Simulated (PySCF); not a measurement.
C$_{2}$H$_{3}$Cl, SMILES `C=CCl`.

PySCF calculation, aug-cc-pVDZ basis, gas phase; geometry: GFN2-xTB. No frequency check shows the geometry to be a minimum. GFN2-xTB bond lengths at metals and heavier atoms can be off by up to 0.1 Å and shapes distorted, which carries into these values.

Coordinates in Å:

```
C1       1.6200   -0.2808    0.0000
C2       0.5613    0.5034    0.0000
Cl3     -1.0499   -0.1002    0.0000
H4       1.5392   -1.3536    0.0000
H5       2.6100    0.1396    0.0000
H6       0.6105    1.5814    0.0000
```

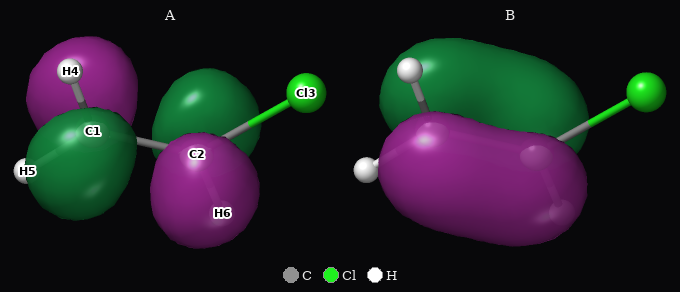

Natural orbitals of the π active space, CASSCF(2,2), singlet state, in random order.

**Which orbitals are strongly, which singly and which weakly occupied?**

Strongly: B (1.92). Weakly: A (0.08). Broadly, orbitals with more nodes between bonded atoms hold fewer electrons.

**How multiconfigurational is the state?**

The leading determinant weighs 0.96; the effective number of unpaired electrons, Σ n²(2−n)², is 0.05; the most occupied of the weakly occupied orbitals holds 0.08 e, as in an ordinary closed-shell π system. The active space lowers the energy by 0.74 eV against Hartree–Fock.

**Where does the lowest triplet lie relative to the singlet, at this geometry and within this active space?**

4.61 eV above it by strongly contracted NEVPT2 (+4.40 eV by CASSCF); a small basis tends to put such gaps a few tenths of an eV too high. This is a vertical energy for π states alone; a state that uses lone pairs or σ orbitals may lie lower.

Run time: 25 s on 1 thread of Arm Neoverse V1 (shared host), peak memory 0.23 GiB.
